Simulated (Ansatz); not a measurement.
# MgSiS3 in R-3c, a phase reached by a soft mode: following an unstable mode, part 3 of 3

Aim: this structure of MgSiS3 in R-3c, a phase reached by a soft mode is to be tested for unstable modes, and one is followed downhill.

Ansatz 0.2.0; DFT LDA, scalar-relativistic, plane waves, PAW; PAW set soft_1.

So far. Step 5 (Energy along the mode, all amplitudes (two of the runs …): The lowest of the steps tried is the last one, at 0.6 Å, 72.5 meV/atom below the parent; the bottom of the well need not coincide with a step. Step 7 (The new phase in its own primitive cell): The largest force component left is 0.65 meV/Å and the pressure is 0.001 GPa, within the tolerances set. The cell now holds 17.04 Å³/atom.

The structure was built from a prototype and need not be the compound's stable phase.

### Step 8. Modes of the new phase

A relaxed structure may still be a saddle point, so its zone-centre modes are computed. The response to a homogeneous field gives the Born charges and the dielectric tensor.

File input.yaml:

```yaml
crystal:
  lattice:
    - [3.0397433683, 1.7549966519, 5.3227047905]
    - [-3.0397433683, 1.7549966519, 5.3227047905]
    - [0.0, -3.5099933039, 5.3227047905]
  atoms:
    - { symbol: Mg, position: [0.2053388852, 0.2053388852, 0.2053388852] }
    - { symbol: Mg, position: [0.7053388852, 0.7053388852, 0.7053388852] }
    - { symbol: Si, position: [0.493563699, 0.493563699, 0.493563699] }
    - { symbol: Si, position: [0.993563699, 0.993563699, 0.993563699] }
    - { symbol: S, position: [0.631044117, 0.2803230008, 0.8795108739] }
    - { symbol: S, position: [0.3795108739, 0.7803230008, 0.131044117] }
    - { symbol: S, position: [0.2803230008, 0.8795108739, 0.631044117] }
    - { symbol: S, position: [0.7803230008, 0.131044117, 0.3795108739] }
    - { symbol: S, position: [0.131044117, 0.3795108739, 0.7803230008] }
    - { symbol: S, position: [0.8795108739, 0.631044117, 0.2803230008] }
kpoints:
  mp_grid: { grid: [6, 6, 6] }
hamiltonian:
  xc: lda
  pseudopotentials: { kind: paw, azcp: { folder: soft_1 }, xc_functional: pbe }
scf:
  occupations: { method: fixed }
output:
  eigenvalues: true
phonons:
  method: dfpt
  dielectric: true
  rigid_motions: translations
```

Command:

```sh
> ansatz run input.yaml --threads 4 --pin off --max-ram 16384MiB --backend cpu --events-out ev --progress --plain --runs-dir out
```

Numbers of over 12 decimals in the logs are rounded to 6 here.

What it wrote:

```text
[...]
Crystal: 10 atoms, lattice volume = 170.371 Å³
Basis set: ecut = 420 eV, 3323 PW (Γ), exchange–correlation on 96×96×96 points (8 copies of the dense FFT grid, shifted against one another)
Bands: 42, of which v1, the nominal top of the filled ones, is band 32 counted from 1 (31 counted from 0)
Symmetry: 6 space group operations
k-points: 112 of 216 (irreducible under 1 space group operation, time reversal used)
[...]
SCF iter   1: F=—  HF=-10247.314287 eV  |F-HF|=—  |Δ(HF+E_count)|=         —  Δρ=4.44e-2  dr2=4.00e0  ethr=3.10e-3  ⟨swp⟩=5.0  Hψ=19934  notcnv=0  defer=831
[...]
SCF iter  10: F=-10245.975126 eV  HF=-10245.975126 eV  |F-HF|=3.64e-12  |Δ(HF+E_count)|=  9.09e-11  Δρ=1.05e-7  dr2=1.40e-11  ethr=1.00e-12  ⟨swp⟩=20.8  Hψ=40251  notcnv=0
SCF 1 converged in 10 iterations: F = -10245.975126 eV  dr2 = 1.40e-11
[...]
NSCF: frozen V_eff on 6 k-points
[...]
Bands: 33, of which v1, the nominal top of the filled ones, is band 32 counted from 1 (31 counted from 0)
k-points: 28 of 216 (time reversal used)
[...]
Eigensolver: Dense (28 Hₖ)
SCF iter   1: F=—  HF=-10245.909330 eV  |F-HF|=—  |Δ(HF+E_count)|=         —  Δρ=1.73e-4  dr2=1.77e-5  ethr=1.00e-1
[...]
SCF iter   3: F=-10245.909331 eV  HF=-10245.909331 eV  |F-HF|=1.78e-8  |Δ(HF+E_count)|=   4.72e-7  Δρ=6.65e-6  dr2=9.34e-8  ethr=9.87e-9
SCF 1 converged in 3 iterations: F = -10245.909331 eV  dr2 = 9.34e-8
[...]
SCF converged after 10 iterations
Free energy (F): -10245.975126 eV
[...]
Internal energy: -10245.975126 eV  (E = F + TS)
E sigma→0 (E₀):  -10245.975126 eV
Fermi energy:    6.856437 eV
[...]
--- Band table (eV; the first three rows and the last of 112) ---
  k-point 0: bands = [... 28 lower, 6.3856, 6.6697, 6.7255, 6.7255, 7.9658, 10.2887, 10.5933, 10.5933, ... 6 higher]
  k-point 1: bands = [... 28 lower, 6.1037, 6.5381, 6.7384, 6.8147, 8.1873, 10.0529, 10.6533, 10.8737, ... 6 higher]
  k-point 2: bands = [... 28 lower, 5.8668, 6.4069, 6.6094, 6.6854, 8.2868, 9.1108, 11.1748, 11.2089, ... 6 higher]
  k-point 111: bands = [... 28 lower, 6.4109, 6.4109, 6.4109, 6.4109, 8.4859, 8.4859, 11.7274, 11.7274, ... 6 higher]
[...]
ASR residual: 1.544e-4 → 0.000e0 eV/Å²; symmetrization residual: 1.511e-5 eV/Å²
[...]
ε∞ (high-frequency dielectric tensor):
        9.184238     0.000000     0.000000
        0.000000     9.184238    -0.000000
        0.000000    -0.000000    11.092526
  ε⁰ (static dielectric tensor: ions relaxed, cell fixed):
       18.867505     0.000000     0.000000
        0.000000    18.867505    -0.000000
        0.000000    -0.000000    27.797831
  ε⁰ − ε∞ (ionic part):
        9.683267     0.000000     0.000000
        0.000000     9.683267    -0.000000
        0.000000    -0.000000    16.705305
[...]
Born effective charges Z* (e; rows j = field, columns β = displacement):
    site 0:
         2.29764    0.15479    0.00000
        -0.15479    2.29764    0.00000
        -0.00000    0.00000    1.96606
    site 1:
         2.29764   -0.15479   -0.00000
         0.15479    2.29764    0.00000
         0.00000    0.00000    1.96606
    site 2:
         4.34252   -0.92101   -0.00000
         0.92101    4.34252   -0.00000
         0.00000   -0.00000    4.58379
    site 3:
         4.34252    0.92101    0.00000
        -0.92101    4.34252   -0.00000
        -0.00000   -0.00000    4.58379
    site 4:
        -2.28377   -0.12694   -0.52703
         0.02111   -2.14300    0.17532
        -0.80458    0.10619   -2.18328
    site 5:
        -2.13237    0.10852   -0.41534
        -0.03952   -2.29441    0.36876
        -0.49425    0.64369   -2.18328
    site 6:
        -2.13237   -0.10852    0.41534
         0.03952   -2.29441    0.36876
         0.49425    0.64369   -2.18328
    site 7:
        -2.28377    0.12694    0.52703
        -0.02111   -2.14300    0.17532
         0.80458    0.10619   -2.18328
    site 8:
        -2.22402   -0.01339   -0.11168
        -0.16144   -2.20275   -0.54408
        -0.31033   -0.74988   -2.18328
    site 9:
        -2.22402    0.01339    0.11168
         0.16144   -2.20275   -0.54408
         0.31033   -0.74988   -2.18328
  Z* charge neutrality: 1.360e-2 e pre-enforcement
  solved inside a basis spanned on kpoints, on 6×6×6 k-points, its susceptibility summed on 10×10×10: ε∞ is read to err by 4.5e-2, Z* by 3.1e-2 e (field_mesh: kpoints solves on kpoints); Z* is corrected for what the basis lacks
  optical modes at Γ without the LO–TO term, one row a degenerate level:
      ω (cm⁻¹)  modes    IR ((D/Å)²/amu)
        158.19      1             0.0000
[...]
optical modes at Γ + LO–TO along q̂ = [1.0000, 0.0000, 0.0000]:
      ω (cm⁻¹)  modes    IR ((D/Å)²/amu)
[...]
optical modes at Γ + LO–TO along q̂ = [0.0000, 1.0000, 0.0000]:
      ω (cm⁻¹)  modes    IR ((D/Å)²/amu)
[...]
optical modes at Γ + LO–TO along q̂ = [0.0000, 0.0000, 1.0000]:
      ω (cm⁻¹)  modes    IR ((D/Å)²/amu)
[...]
243.30      1             6.7730
        253.16      2             0.1202
        281.07      1             0.0000
        297.65      1             0.0000
        326.61      2            47.7958
        335.69      2            36.6530
        335.89      1             0.8825
        345.15      1             0.0000
        380.97      1            57.1635
        394.04      2             8.9979
        396.45      1             0.0000
        424.42      2            10.6562
```

It took 4.9 min on 4 threads of Arm Neoverse V1, shared host; peak memory 3 GiB.

This step gave:

```yaml
sum_rule_residual_before_enforcement: 1.54e-4 eV/Å²
miss_of_the_charge_sum_rule: 0.01360 e
estimated_error_of_the_dielectric_tensor: 0.04467
estimated_error_of_the_born_charges: 0.03062 e
point_group: 3m
highest_optical_mode_at_the_zone_centre_no_lo_to_term: 424.4 cm⁻¹
lowest_optical_zone_centre_mode: 158.2 cm⁻¹
mean_high_frequency_dielectric_constant: 9.820
largest_born_charge_third_of_the_trace: 4.423 e
mean_static_dielectric_constant: 21.84
top_of_the_zone_centre_spectrum_with_the_field: 460.0 cm⁻¹
```

Patterns of degenerate modes are one choice out of their space. The modes at Γ (shares of kinetic energy by element, %):

```
mode  frequency (cm⁻¹)  symmetry  Mg %  Si %  S %
   1               0.0  acoustic    16    19   65
   2               0.0  acoustic    16    19   65
   3               0.0  acoustic    16    19   65
   4             158.2        A2    46    17   37
   5             159.4         E    16    22   62
   6             159.4         E    16    22   62
   7             160.9        A1    25    49   26
   8             187.4         E     2    31   67
   9             187.4         E     2    31   67
  10             194.8         E    31     6   63
  11             194.8         E    31     6   63
  12             201.5        A1    14    22   64
  13             224.3         E     2    15   83
  14             224.3         E     2    15   83
  15             253.2         E    30     6   65
  16             253.2         E    30     6   65
  17             281.1        A2     6    17   76
  18             297.6        A2     0     6   94
  19             302.2        A1     9     8   83
  20             326.6         E    24    15   61
  21             326.6         E    24    15   61
  22             335.7         E    58     6   37
  23             335.7         E    58     6   37
  24             337.5        A1    35     2   63
  25             345.1        A2    43    15   42
  26             394.0         E    14    28   59
  27             394.0         E    14    28   59
  28             396.4        A2     4    44   52
  29             424.4         E     7    53   40
  30             424.4         E     7    53   40
```

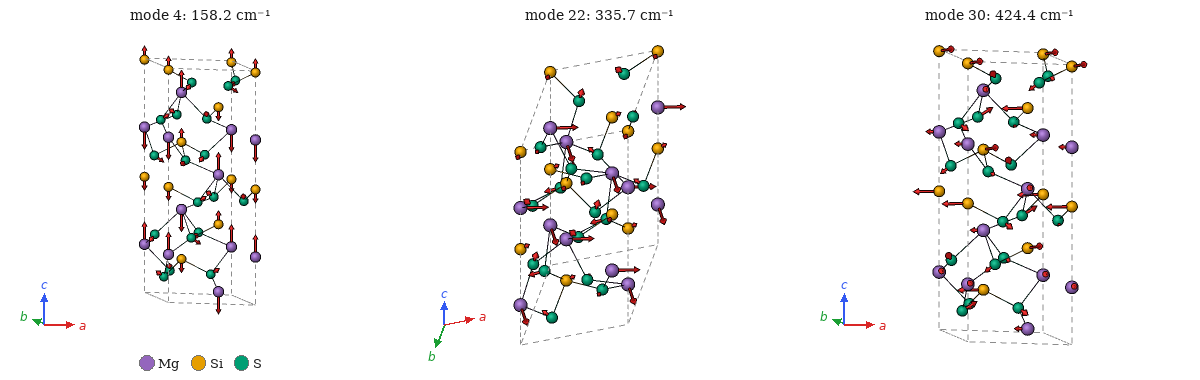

Displacement patterns of modes 4, 22 and 30 at Γ; arrows are exaggerated. Bonds to atoms that aren't drawn are left out. Some periodic images of atoms are drawn too.

Optical modes at the zone centre, without and with the macroscopic field of the longitudinal modes; each column is sorted by frequency, so a row need not hold one and the same mode. Modes with and without the field, by row:

```
rank among optical modes  no field (cm⁻¹)  q along (1, 0, 0) (cm⁻¹)  q along (0, 0, 1) (cm⁻¹)
                       1            158.2                     158.2                     158.2
                       2            159.4                     159.4                     159.4
                       3            159.4                     160.9                     159.4
                       4            160.9                       161                     168.2
                       5            187.4                     187.4                     187.4
                       6            187.4                       193                     187.4
                       7            194.8                     194.8                     194.8
                       8            194.8                     200.7                     194.8
                       9            201.5                     201.5                     224.3
                      10            224.3                     224.3                     224.3
                      11            224.3                     231.2                     243.3
                      12            253.2                     253.2                     253.2
                      13            253.2                     253.3                     253.2
                      14            281.1                     281.1                     281.1
                      15            297.6                     297.6                     297.6
                      16            302.2                     302.2                     326.6
                      17            326.6                     326.6                     326.6
                      18            326.6                     331.5                     335.7
                      19            335.7                     335.7                     335.7
                      20            335.7                     337.5                     335.9
                      21            337.5                     345.1                     345.1
                      22            345.1                     380.5                       381
                      23              394                       394                       394
                      24              394                     396.4                       394
                      25            396.4                     409.8                     396.4
                      26            424.4                     424.4                     424.4
                      27            424.4                       460                     424.4
```

Born charge (rows field, columns displacement) (e), principal values of the symmetric part by kind of site:

```
atom  atoms with these values    low  middle   high   mean
 Mg1                        2   1.97    2.30   2.30   2.19
 Si3                        2   4.34    4.34   4.58   4.42
  S5                        6  -2.91   -2.17  -1.53  -2.20
```

In full for Mg1:

```
 2.30  0.15  0.00
-0.15  2.30  0.00
 0.00  0.00  1.97
```

High-frequency dielectric tensor:

```
 9.18  0.00  0.00
 0.00  9.18  0.00
 0.00  0.00 11.09
```

Static dielectric tensor (ions relaxed, fixed cell):

```
18.87  0.00  0.00
 0.00 18.87  0.00
 0.00  0.00 27.80
```

Transverse modes. Infrared lines, with heights relative to the strongest:

```
position (cm⁻¹)  relative intensity
            158                 0.0
            159                 4.8
            161                  18
            187                  27
            195                 4.4
            202                  58
            224                  15
            253                 0.3
            281                 0.0
            298                 0.0
            302                  58
            327                 100
            336                  77
            338                 2.0
            345                 0.0
            394                  19
            396                 0.0
            424                  22
```

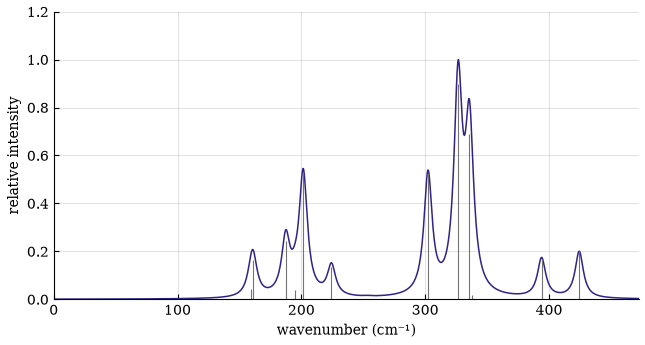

The infrared spectrum, broadened with Lorentzians of width 8 cm⁻¹; bars mark the lines.

Before it was imposed, the acoustic sum rule was missed by 1.5e-4 eV/Å² and the charge sum rule by 0.014 e. Small misses are needed for a sound result but don't prove that mesh and cutoff are converged. The lowest optical mode is real, 158 cm⁻¹.

The log warns of the k mesh: “the force constants stand on the 6×6×6 k-mesh, whose period is 12.77 times the interband length at k = (0.0000, 0.0000, 0.0000), direct gap 1.240 eV, under 14: take them and everything formed from them as unconverged”.

### Step 9. The phases reached

The phases reached along the modes that were followed are set side by side.

Energies are those of the first relaxation, on the mesh of the frozen mode; space group, volume and gap are those of the last relaxation. Phases, by row:

```
          mode frozen in  space group  energy from parent (meV/atom)  volume (Å³/atom)  gap on mesh (eV)  lowest zone-centre optical mode (cm⁻¹)  largest shift (Å)
                  parent         R-3c                              0             16.76               0.8                                       –                  –
q = (0, 0, 0), 187i cm⁻¹          R3c                           -101             17.04             1.109                                   158.2               0.68
```

### Step 10. Results

| Property | Result |
| --- | --- |
| unstable mode of the parent | q = (0, 0, 0), 187i cm⁻¹ |
| depth at the lowest point sampled | 72.5 meV/atom |
| largest atomic shift at that point | 0.6 Å |
| space group reached (within 0.01 Å) | R3c |
| energy gained over the parent (first relaxation, on the mesh of the frozen mode) | 101 meV/atom |
| volume per atom, phase reached | 17.0 Å³ |
| gap on the k-mesh, phase reached | 1.11 eV |
| lowest optical zone-centre mode, phase reached | 158 cm⁻¹ |
| highest optical mode at the zone centre (no LO-TO term), phase reached | 424 cm⁻¹ |

In words: Along this mode the structure falls into R3c, 101 meV/atom below the parent. At the parent's cell the well is 72.50 meV/atom deep on the steps tried, with its lowest point at a shift of 0.6 Å. That is the last step tried, so the steps alone don't bracket the bottom of the well. Relaxing atoms and cell changes the gain by +28.44 meV/atom against the lowest step (energies at zero smearing). The new phase has no imaginary mode at the zone centre of its cell; other wavevectors were not checked. Each path keeps the symmetry of its pattern, so a lower phase may lie along a pattern not tried. With the field response the log warns that the k mesh is coarse for the force constants too, so the frequencies may not be converged. The PAW files were made for PBE and serve the other functionals too. The starting cell was built on a prototype and not taken from a measurement, so the phase need not exist.

[Logs are printed without paths, hosts, clocks, repeated set-up lines and the standing remarks that a program may print on its own settings, such as how far it seeks lower states.]

[Hosts, paths, dates, database ids (printed as entryN), source tags and the programs' standing remarks are cut or masked in the printed files.]
